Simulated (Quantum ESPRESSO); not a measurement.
# Collinear magnetic orders of MnS with Quantum ESPRESSO, part 2 of 2

Wanted: the moments of MnS and the energy of each order that was tried.

Quantum ESPRESSO 7.5; PBE with U = 4 eV on Mn d (ortho-atomic projectors); plane waves with GBRV 1.5 PBE potentials, no spin-orbit coupling.

So far: Set-up; Run 1 (ferro +).

The database entry behind the starting cell differs from later determinations by our own check (an axis about 0.2 % short against later determinations), so it need not match the best structure at ambient conditions.

**3. Run 2 (antiferro q=(0,1/2,1/2) +−)**

The cell is doubled to 4 atoms to hold this order. The wavevector q is in fractions of the reciprocal vectors of the crystal's primitive cell, as the cells of these inputs are built from it; moments change sign between cells as cos(2π q·R).

Input file pw.in:

```
&CONTROL
  calculation = 'scf'
  prefix = 'pwscf'
  outdir = './tmp'
  pseudo_dir = './pseudo'
  disk_io = 'nowf'
/
&SYSTEM
  ibrav = 0
  celldm(1) = 8
  nat = 4
  ntyp = 3
  ecutwfc = 40
  ecutrho = 280
  nbnd = 30
  occupations = 'smearing'
  smearing = 'fd'
  degauss = 0.00367493
  nspin = 2
  starting_magnetization(1) = 0.3
  starting_magnetization(2) = -0.3
  starting_magnetization(3) = 0
/
&ELECTRONS
  conv_thr = 8d-09
  electron_maxstep = 150
  mixing_beta = 0.3
/
ATOMIC_SPECIES
Mn1    54.9380 mn_pbe_v1.5.uspp.F.UPF
Mn2    54.9380 mn_pbe_v1.5.uspp.F.UPF
S      32.0600 s_pbe_v1.4.uspp.F.UPF
CELL_PARAMETERS alat
   0.0000000000000    0.6152239614485    0.6152239614485
   1.2304479228970    0.0000000000000    1.2304479228970
   1.2304479228970    0.6152239614485    0.6152239614485
ATOMIC_POSITIONS crystal
Mn1     0.0000000000    0.0000000000    0.0000000000
Mn2     0.0000000000    0.5000000000    0.0000000000
S       0.5000000000    0.0000000000    0.5000000000
S       0.5000000000    0.5000000000    0.5000000000
K_POINTS automatic
8 4 8 0 0 0
HUBBARD {ortho-atomic}
U Mn1-3d 4.0000
U Mn2-3d 4.0000
```

Launch:

```console
$ OMP_NUM_THREADS=1 mpirun -n 4 pw.x -nk 4 -in pw.in > pw.out
```

Log:

```text
[banner, memory and clock lines left out]
Program PWSCF v.7.5 starts

     Message from routine setup:
     using ibrav=0 with symmetry is DISCOURAGED, use correct ibrav instead

     bravais-lattice index     =            0
     lattice parameter (alat)  =       8.0000  a.u.
     unit-cell volume          =     476.9026 (a.u.)^3
     number of atoms/cell      =            4
     number of atomic types    =            3
     number of electrons       =        42.00
     number of Kohn-Sham states=           30
     kinetic-energy cutoff     =      40.0000  Ry
     charge density cutoff     =     280.0000  Ry
     scf convergence threshold =      8.0E-09
     mixing beta               =       0.3000
     number of iterations used =            8  plain     mixing
     Exchange-correlation=  SLA  PW   PBX  PBC
                           (   1   4   3   4   0   0   0)
     Hubbard projectors: ortho-atomic
     Hubbard parameters of DFT+U (Dudarev formulation) in eV:
     U(Mn1-3d) =  4.0000
     U(Mn2-3d) =  4.0000

     Internal variables: lda_plus_u =T, lda_plus_u_kind = 0

     Internal variables: orbital_resolved =F, hub_pot_fix =F, apply_U = F

     celldm(1)=   8.000000  celldm(2)=   0.000000  celldm(3)=   0.000000
     celldm(4)=   0.000000  celldm(5)=   0.000000  celldm(6)=   0.000000

     crystal axes: (cart. coord. in units of alat)
               a(1) = (   0.000000   0.615224   0.615224 )
               a(2) = (   1.230448   0.000000   1.230448 )
               a(3) = (   1.230448   0.615224   0.615224 )

     reciprocal axes: (cart. coord. in units 2 pi/alat)
               b(1) = ( -0.812712  0.812712  0.812712 )
               b(2) = ( -0.000000 -0.812712  0.812712 )
               b(3) = (  0.812712  0.812712 -0.812712 )

     PseudoPot. # 1 for Mn read from file:
     mn_pbe_v1.5.uspp.F.UPF
     Pseudo is Ultrasoft + core correction, Zval = 15.0

     PseudoPot. # 2 for Mn read from file:
     mn_pbe_v1.5.uspp.F.UPF
     Pseudo is Ultrasoft + core correction, Zval = 15.0

     PseudoPot. # 3 for S  read from file:
     s_pbe_v1.4.uspp.F.UPF
     Pseudo is Ultrasoft + core correction, Zval =  6.0

     atomic species   valence    mass     pseudopotential
     Mn1              15.00    54.93800     Mn( 1.00)
     Mn2              15.00    54.93800     Mn( 1.00)
     S                 6.00    32.06000     S ( 1.00)

     Starting magnetic structure
     atomic species   magnetization
     Mn1             0.300
     Mn2            -0.300
     S               0.000

     16 Sym. Ops., with inversion, found

   Cartesian axes

     site n.     atom                  positions (alat units)
         1        Mn1    tau(   1) = (   0.0000000   0.0000000   0.0000000  )
         2        Mn2    tau(   2) = (   0.6152240   0.0000000   0.6152240  )
         3        S      tau(   3) = (   0.6152240   0.6152240   0.6152240  )
         4        S      tau(   4) = (   1.2304479   0.6152240   1.2304479  )

     number of k points=    39  Fermi-Dirac smearing, width (Ry)=  0.0037
                       cart. coord. in units 2pi/alat
        k(    1) = (   0.0000000   0.0000000   0.0000000), wk =   0.0039062
        k(    2) = (   0.1015890   0.1015890  -0.1015890), wk =   0.0312500
        k(    3) = (   0.2031780   0.2031780  -0.2031780), wk =   0.0312500
        k(    4) = (   0.3047671   0.3047671  -0.3047671), wk =   0.0312500
        k(    5) = (  -0.4063561  -0.4063561   0.4063561), wk =   0.0078125
        [... 34 further k-points ...]

     Dense  grid:    37729 G-vectors     FFT dimensions: (  40,  75,  72)

     Smooth grid:    16243 G-vectors     FFT dimensions: (  30,  60,  50)

     Check: negative core charge=   -0.000037
     Generating pointlists ...
     new r_m :   0.2538 (alat units)  2.0302 (a.u.) for type    1
     new r_m :   0.2538 (alat units)  2.0302 (a.u.) for type    2
     new r_m :   0.2538 (alat units)  2.0302 (a.u.) for type    3

     Initial potential from superposition of free atoms

     starting charge      40.9998, renormalised to      42.0000

     STARTING HUBBARD OCCUPATIONS:

     =================== HUBBARD OCCUPATIONS ===================
     ------------------------ ATOM    1 ------------------------
     Tr[ns(  1)] (up, down, total) =   5.00000  0.00000  5.00000
     Atomic magnetic moment for atom   1 =   5.00000
     [... lines left out ...]
     ------------------------ ATOM    2 ------------------------
     Tr[ns(  2)] (up, down, total) =   0.00000  5.00000  5.00000
     Atomic magnetic moment for atom   2 =  -5.00000
     [... lines left out ...]
     Number of occupied Hubbard levels =   10.0000

     Atomic wfc used for Hubbard projectors are orthogonalized

     Starting wfcs are   34 randomized atomic wfcs

     Self-consistent Calculation

     iteration #  1     ecut=    40.00 Ry     beta= 0.30
     Davidson diagonalization with overlap
     ethr =  1.00E-02,  avg # of iterations =  4.7

     =================== HUBBARD OCCUPATIONS ===================
     ------------------------ ATOM    1 ------------------------
     Tr[ns(  1)] (up, down, total) =   4.85897  0.14876  5.00774
     Atomic magnetic moment for atom   1 =   4.71021
     [... lines left out ...]
     ------------------------ ATOM    2 ------------------------
     Tr[ns(  2)] (up, down, total) =   0.14875  4.85916  5.00791
     Atomic magnetic moment for atom   2 =  -4.71042
     [... lines left out ...]
     Number of occupied Hubbard levels =   10.0156

     total energy              =    -470.47577733 Ry
     estimated scf accuracy    <       0.96233187 Ry

     total magnetization       =     0.00 Bohr mag/cell
     absolute magnetization    =     9.63 Bohr mag/cell

     iteration #  2     ecut=    40.00 Ry     beta= 0.30
     Davidson diagonalization with overlap
     ethr =  2.29E-03,  avg # of iterations =  2.0

     total energy              =    -470.63038893 Ry
     estimated scf accuracy    <       0.05455697 Ry

     total magnetization       =     0.00 Bohr mag/cell
     absolute magnetization    =     9.70 Bohr mag/cell

     [... further iterations left out ...]

     iteration # 11     ecut=    40.00 Ry     beta= 0.30
     Davidson diagonalization with overlap
     ethr =  3.10E-10,  avg # of iterations =  2.0

     negative rho (up, down):  2.804E-04 4.472E-04

     total energy              =    -470.65501802 Ry
     estimated scf accuracy    <       0.00000005 Ry

     total magnetization       =     0.00 Bohr mag/cell
     absolute magnetization    =     9.72 Bohr mag/cell

     iteration # 12     ecut=    40.00 Ry     beta= 0.30
     Davidson diagonalization with overlap
     ethr =  1.20E-10,  avg # of iterations =  2.0

     negative rho (up, down):  2.803E-04 4.471E-04

     Magnetic moment per site  (integrated on atomic sphere of radius R)
     atom   1 (R=0.254)  charge= 13.1395  magn=  4.4845
     atom   2 (R=0.254)  charge= 13.1395  magn= -4.4845
     atom   3 (R=0.254)  charge=  4.7228  magn= -0.0366
     atom   4 (R=0.254)  charge=  4.7228  magn=  0.0366

     End of self-consistent calculation

     =================== HUBBARD OCCUPATIONS ===================
     ------------------------ ATOM    1 ------------------------
     Tr[ns(  1)] (up, down, total) =   4.96831  0.26974  5.23804
     Atomic magnetic moment for atom   1 =   4.69857
     [... lines left out ...]
     ------------------------ ATOM    2 ------------------------
     Tr[ns(  2)] (up, down, total) =   0.26974  4.96831  5.23805
     Atomic magnetic moment for atom   2 =  -4.69857
     [... lines left out ...]
     Number of occupied Hubbard levels =   10.4761

     [... lines left out ...]
     the Fermi energy is    10.5856 ev

!    total energy              =    -470.65501804 Ry
     estimated scf accuracy    <          1.9E-09 Ry
     smearing contrib. (-TS)   =      -0.00000021 Ry
     internal energy E=F+TS    =    -470.65501783 Ry

     The total energy is F=E-TS. E is the sum of the following terms:
     one-electron contribution =    -264.93181439 Ry
     hartree contribution      =     147.71258947 Ry
     xc contribution           =     -70.53131697 Ry
     ewald contribution        =    -282.98656422 Ry
     Hubbard energy            =       0.08208828 Ry

     total magnetization       =     0.00 Bohr mag/cell
     absolute magnetization    =     9.72 Bohr mag/cell

     convergence has been achieved in  12 iterations
```

Wall time 26 s (4 MPI ranks of Intel Xeon 6975P-C (Granite Rapids), shared host); peak memory 0.67 GiB; 1.7 min of CPU time.

Spin moment in the atom's sphere by atom:

```csv
atom,spin moment in the atom's sphere (μB)
Mn1,4.48
Mn2,-4.48
S3,-0.04
S4,0.04
```

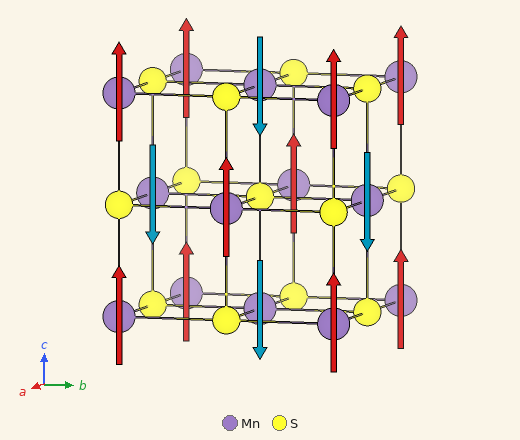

Spin moment in the atom's sphere as arrows, the longest 4.48 μB. Up and down stand for the sign. Arrows give size and sign along the axis of quantisation, drawn up and down the page. The two directions have two colours. Some periodic images of atoms are drawn too.

Numbers from this step:

- smearing term TS: 2.86e-6 eV
- magnetization: 0 μB
- absolute magnetization: 9.719 μB
- final state: antiferromagnetic

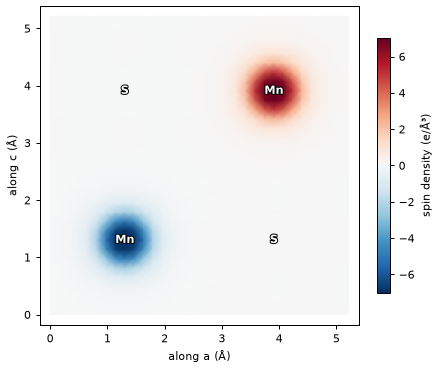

Spin density in the ac plane of the conventional cell at fractional y = 0.000, with atoms of Mn and S within 0.2 Å of it. The map starts off the cell's origin, so that atoms lie inside it.

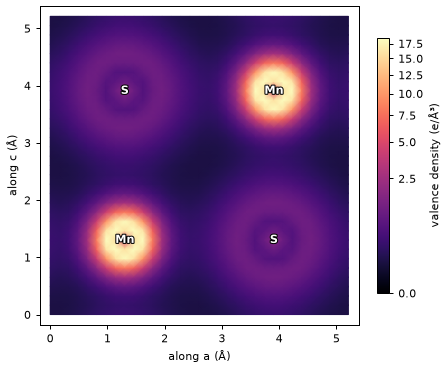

Valence density in the ac plane of the conventional cell at fractional y = 0.000, with atoms of Mn and S within 0.2 Å of it. It is the smooth field of the valence electrons, not physical close to the nuclei. The map starts off the cell's origin, so that atoms lie inside it. The colour scale is stretched toward low values.

**4. Run 3, typed as antiferro q=(0,0,1/2) +−**

This order needs a doubled cell of 4 atoms.

Changes to pw.in since step 3:

```diff
@@ -34,11 +34,11 @@
    0.0000000000000    0.6152239614485    0.6152239614485
-   1.2304479228970    0.0000000000000    1.2304479228970
-   1.2304479228970    0.6152239614485    0.6152239614485
+   0.6152239614485    0.0000000000000    0.6152239614485
+   1.2304479228970    1.2304479228970    0.0000000000000
 ATOMIC_POSITIONS crystal
 Mn1     0.0000000000    0.0000000000    0.0000000000
-Mn2     0.0000000000    0.5000000000    0.0000000000
-S       0.5000000000    0.0000000000    0.5000000000
-S       0.5000000000    0.5000000000    0.5000000000
+Mn2     0.0000000000    0.0000000000    0.5000000000
+S       0.5000000000    0.5000000000    0.2500000000
+S       0.5000000000    0.5000000000    0.7500000000
 K_POINTS automatic
-8 4 8 0 0 0
+8 8 4 0 0 0
 HUBBARD {ortho-atomic}
```

Log:

```text
     [... lines left out ...]
Program PWSCF v.7.5 starts
     [... lines left out ...]
     number of atoms/cell      =            4
     [... lines left out ...]
     number of electrons       =        42.00
     number of Kohn-Sham states=           30
     kinetic-energy cutoff     =      40.0000  Ry
     charge density cutoff     =     280.0000  Ry
     scf convergence threshold =      8.0E-09
     [... lines left out ...]
     12 Sym. Ops., with inversion, found
     [... lines left out ...]
     number of k points=    35  Fermi-Dirac smearing, width (Ry)=  0.0037
     [... lines left out ...]
     iteration # 13     ecut=    40.00 Ry     beta= 0.30
     [... lines left out ...]
     Magnetic moment per site  (integrated on atomic sphere of radius R)
     atom   1 (R=0.254)  charge= 13.1498  magn=  4.4255
     atom   2 (R=0.254)  charge= 13.1499  magn= -4.4254
     atom   3 (R=0.254)  charge=  4.7181  magn= -0.0000
     atom   4 (R=0.254)  charge=  4.7181  magn= -0.0000
     [... lines left out ...]
     Tr[ns(  1)] (up, down, total) =   4.96627  0.30109  5.26735
     [... lines left out ...]
     Tr[ns(  2)] (up, down, total) =   0.30109  4.96627  5.26736
     [... lines left out ...]
     the Fermi energy is    10.6651 ev
!    total energy              =    -470.66021353 Ry
     estimated scf accuracy    <          5.1E-10 Ry
     smearing contrib. (-TS)   =      -0.00000000 Ry
     [... lines left out ...]
     total magnetization       =    -0.00 Bohr mag/cell
     absolute magnetization    =     9.47 Bohr mag/cell
     convergence has been achieved in  13 iterations
```

It took 18 s on 4 MPI ranks; peak memory 0.55 GiB; 71 s of CPU time.

Spin moment in the atom's sphere by atom:

| atom | spin moment in the atom's sphere (μB) |
| --- | --- |
| Mn1 | 4.43 |
| Mn2 | -4.43 |
| S3 | 0.00 |
| S4 | 0.00 |

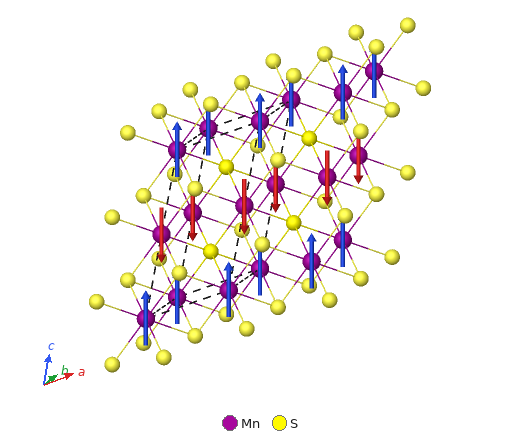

Spin moment in the atom's sphere as arrows, the longest 4.43 μB. Up and down stand for the sign. Arrows give size and sign along the axis of quantisation, drawn up and down the page. The two directions have two colours. 2×1×1 cells are drawn. Some periodic images of atoms are drawn too.

This step gave:

```
smearing term TS       : 1.61e-11 eV
magnetization          : 0 μB
absolute magnetization : 9.474 μB
final state            : antiferromagnetic
```

**5. Start 4: no spin polarisation**

Input file pw.in:

```
&CONTROL
  calculation = 'scf'
  prefix = 'pwscf'
  outdir = './tmp'
  pseudo_dir = './pseudo'
  disk_io = 'nowf'
/
&SYSTEM
  ibrav = 0
  celldm(1) = 8
  nat = 2
  ntyp = 2
  ecutwfc = 40
  ecutrho = 280
  nbnd = 17
  occupations = 'smearing'
  smearing = 'fd'
  degauss = 0.00367493
/
&ELECTRONS
  conv_thr = 4d-09
  electron_maxstep = 150
  mixing_beta = 0.3
/
ATOMIC_SPECIES
Mn     54.9380 mn_pbe_v1.5.uspp.F.UPF
S      32.0600 s_pbe_v1.4.uspp.F.UPF
CELL_PARAMETERS alat
   0.0000000000000    0.6152239614485    0.6152239614485
   0.6152239614485    0.0000000000000    0.6152239614485
   0.6152239614485    0.6152239614485    0.0000000000000
ATOMIC_POSITIONS crystal
Mn      0.0000000000    0.0000000000    0.0000000000
S       0.5000000000    0.5000000000    0.5000000000
K_POINTS automatic
8 8 8 0 0 0
HUBBARD {ortho-atomic}
U Mn-3d 4.0000
```

Log:

```text
     [... lines left out ...]
Program PWSCF v.7.5 starts
     [... lines left out ...]
     number of atoms/cell      =            2
     [... lines left out ...]
     number of electrons       =        21.00
     number of Kohn-Sham states=           17
     kinetic-energy cutoff     =      40.0000  Ry
     charge density cutoff     =     280.0000  Ry
     scf convergence threshold =      4.0E-09
     [... lines left out ...]
     48 Sym. Ops., with inversion, found
     [... lines left out ...]
     number of k points=    29  Fermi-Dirac smearing, width (Ry)=  0.0037
     [... lines left out ...]
     iteration # 16     ecut=    40.00 Ry     beta= 0.30
     [... lines left out ...]
     Tr[ns(  1)] =   5.70368
     [... lines left out ...]
     the Fermi energy is     8.5193 ev
!    total energy              =    -234.98457269 Ry
     estimated scf accuracy    <          2.8E-09 Ry
     smearing contrib. (-TS)   =      -0.00475280 Ry
     [... lines left out ...]
     convergence has been achieved in  16 iterations
```

Wall time 3.6 s (4 MPI ranks); peak memory 0.33 GiB; 14 s of CPU time.

This step gave:

| Quantity | Value |
| --- | --- |
| smearing term TS | 0.06467 eV |
| final state | non-magnetic (no spin polarisation) |

**6. Ranking**

An order is kept where moments of 0.15 μB or more survive with the typed signs; meshes match where a doubled cell samples the same k points as the first cell.

Orders:

| start | final state | typed order kept | energy over the lowest (meV a seeded atom) | largest site moment (μB) | net moment (μB a cell of the first run) | mesh matched | CPU time (s) |
| --- | --- | --- | --- | --- | --- | --- | --- |
| ferro + | ferromagnetic | yes | 56.84 | 4.507 | 5 | yes | 18.07 |
| antiferro q=(0,1/2,1/2) +- | antiferromagnetic | yes | 35.34 | 4.485 | 0 | yes | 103.4 |
| antiferro q=(0,0,1/2) +- | antiferromagnetic | yes | 0 | 4.425 | 0 | yes | 71.31 |
| no spin polarisation | non-magnetic | - | 4701 | 0 | 0 | yes | 13.52 |

**7. Couplings from the energies**

E = −Σ J e·e over ordered pairs of unit vectors, so each pair counts twice. As many shells are taken as there are differences of energy, so the couplings are solved for and no residual tests the model; further shells are folded in, and shells whose pairs keep their relative signs in all orders cancel and are not probed. Couplings from the energies:

```csv
pair,distance (Å),neighbours an atom,J (meV)
Mn-Mn,3.683,12,-1.344
Mn-Mn,5.209,6,-3.393
```

**8. Occupations of the corrected shells in the lowest state**

Occupations of the Hubbard shells:

```csv
block,type,shell,spin,electrons,occupation numbers
1,Mn1,3d,up,4.966,0.990 0.990 0.996 0.996 0.996
1,Mn1,3d,down,0.3011,0.022 0.022 0.022 0.117 0.117
2,Mn2,3d,up,0.3011,0.022 0.022 0.022 0.117 0.117
2,Mn2,3d,down,4.966,0.990 0.990 0.996 0.996 0.996
```

**9. Results**

| Item | Value |
| --- | --- |
| lowest state found | antiferromagnetic (from antiferro q=(0,0,1/2) +-) |
| largest site moment | 4.43 μB |
| next state with moments | antiferromagnetic, 35.3 meV a seeded atom higher |
| state without moments (under the same U) | 4701 meV a seeded atom higher |
| J of the weightiest shell (Mn-Mn, 5.21 Å; E = −Σ J e·e, ordered pairs) | -3.39 meV |

Under a U the spinless run pays the Hubbard penalty of a partly filled shell, so its energy overstates what forming the moments gains. The largest moment changes by 1.8 % between the kept orders, as for well localised moments. Only these 4 starts were compared; other wavevectors, canted and longer-period orders were not.

[Logs and program files are shortened in this print: banners, set-up blocks, solver, clock and traceback lines can be left out without a mark of their own.]

[Logs are printed without paths, hosts, clocks, repeated set-up lines and the standing remarks that a program may print on its own settings, such as how far it seeks lower states.]

[Hosts, paths, dates, database ids (printed as entryN), source tags and the programs' standing remarks are cut or masked in the printed files.]

[Where a cell is said to come from a database of computed structures, the database is the Materials Project.]
